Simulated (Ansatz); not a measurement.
# CCSDT(Q)/3-21G run of H2 (hydrogen)

Aim: the vertical singlet–triplet gap of H2 (hydrogen) at CCSDT(Q)/3-21G, from 2 runs. 

The results are computed with Ansatz 0.2.0.

23 further runs of the same task are left out: 23 set aside as unsound or not needed.

### Step 1. The structure to begin with

The species is H2 (2 atoms), meant as a singlet with charge 0. SMILES: `[H][H]`. The shape is that of a PBE0-D4/def2-TZVP optimisation.

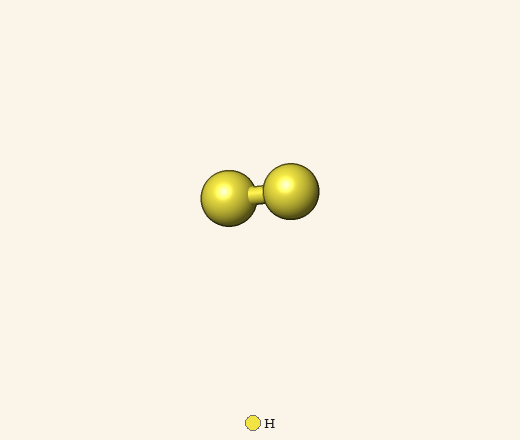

Viewed from a chosen angle; hydrogen yellow.

### Step 2. The energy at CCSDT(Q)/3-21G

Input file input.yaml:

```yaml
crystal:
  periodic: [false, false, false]
  atoms:
    - {symbol: H, position_ang: [0.319300, -0.099200, 0.165500]}
    - {symbol: H, position_ang: [-0.319300, 0.099200, -0.165500]}
basis:
  gaussian:
    orbitals: 3-21G.json
correlation:
  method: ccsdt_q
  frozen_orbitals: {H: 0}
accuracy: high
scf:
  omitted_lower_state_checks: [cluster_reference, increment]
```

The basis set 3-21G is read from a file made from the Basis Set Exchange's data (not shown).

Launch:

```
$ ansatz run input.yaml --threads 1 --pin off --max-ram 2610MiB --events-out events.jsonl --progress --plain --runs-dir runs
```

The log of the run, cut to the lines that bear on the results:

```text
Warning: RAYON_NUM_THREADS=1 ignored (pool sized by the plan → 1); use --threads N
Functional definition: HF
  name "HF"
[...]
42 factors; integrals over basis functions are off by at most 3.2e-8 eV
[...]
mean field -30.55477783 eV, -1.1228673743 hartree, gradient 3.6e-10 eV, S^2 0.000000; 0 other end points of the search recorded, 0 dependent functions left out
reference -30.55477783 eV, -1.1228673743 hartree; 1, 1 occupied and 3, 3 virtual orbitals, 42 factors
second order -0.47268486 eV of doubles, -0.00000000 eV of singles
cycle   1  -0.61146140 eV  change   -1.4e-1 eV  update   2.7e-2
[...]
cycle  20  -0.68031718 eV  change   6.2e-12 eV  update  2.3e-12
perturbative correction 0.00000000 eV, 0.0000000000 hartree
Total energy: -31.23509500 eV, -1.1478685695 hartree
Checks for a lower state left out: cluster_reference, increment
```

Run time: 0.12 s. Hardware: 1 thread of Arm Neoverse V1, shared host.

### Step 3. The triplet, same level

Input file run.yaml:

```yaml
crystal:
  periodic: [false, false, false]
  atoms:
    - symbol: H
      position_ang: [0.319300, -0.099200, 0.165500]
    - symbol: H
      position_ang: [-0.319300, 0.099200, -0.165500]
basis:
  gaussian:
    orbitals: 3-21G.json
magnetization:
  spin_polarized: true
  initial_magnetization: 2
correlation:
  method: ccsdt_q
  frozen_orbitals: {H: 0}
accuracy: high
scf:
  omitted_lower_state_checks: [cluster_reference, increment]
```

The basis set 3-21G is read from a file made from the Basis Set Exchange's data (not shown).

Launch:

```
$ ansatz run run.yaml --threads 1 --pin off --max-ram 2610MiB --events-out events.jsonl --progress --plain --runs-dir runs
```

The log of the run, cut to the lines that bear on the results:

```text
Warning: RAYON_NUM_THREADS=1 ignored (pool sized by the plan → 1); use --threads N
Functional definition: HF
  name "HF"
[...]
42 factors; integrals over basis functions are off by at most 3.2e-8 eV
[...]
mean field -20.44705002 eV, -0.7514152286 hartree, gradient 5.9e-8 eV, S^2 2.000000; 0 other end points of the search recorded, 0 dependent functions left out
reference -20.44705002 eV, -0.7514152286 hartree; 2, 0 occupied and 2, 4 virtual orbitals, 42 factors
second order -0.02347685 eV of doubles, -0.00000000 eV of singles
cycle   1  -0.03067093 eV  change   -7.2e-3 eV  update   5.1e-3
[...]
cycle  10  -0.03384995 eV  change  -3.5e-12 eV  update  2.0e-12
perturbative correction 0.00000000 eV, 0.0000000000 hartree
Total energy: -20.48089996 eV, -0.7526591912 hartree
Checks for a lower state left out: cluster_reference, increment
```

Run time: 0.5 s. Hardware: 1 thread of Arm Neoverse V1, shared host.

### Step 4. Outcome

Level: CCSDT(Q)/3-21G.

| quantity | value |
| --- | --- |
| singlet: total energy | -1.14787 Eh |
| singlet: correlation energy | -25.0 mEh |
| singlet: T1 diagnostic | 0.004 |
| triplet: total energy | -0.75266 Eh |
| triplet: correlation energy | -1.2 mEh |
| triplet: ⟨S²⟩ of the reference determinant | 2.000 |
| triplet: T1 diagnostic | 0.000 |
| vertical energy of the triplet above the singlet | 10.754 eV |

At this shape the triplet lies 10.75 eV (248 kcal/mol) above the singlet.
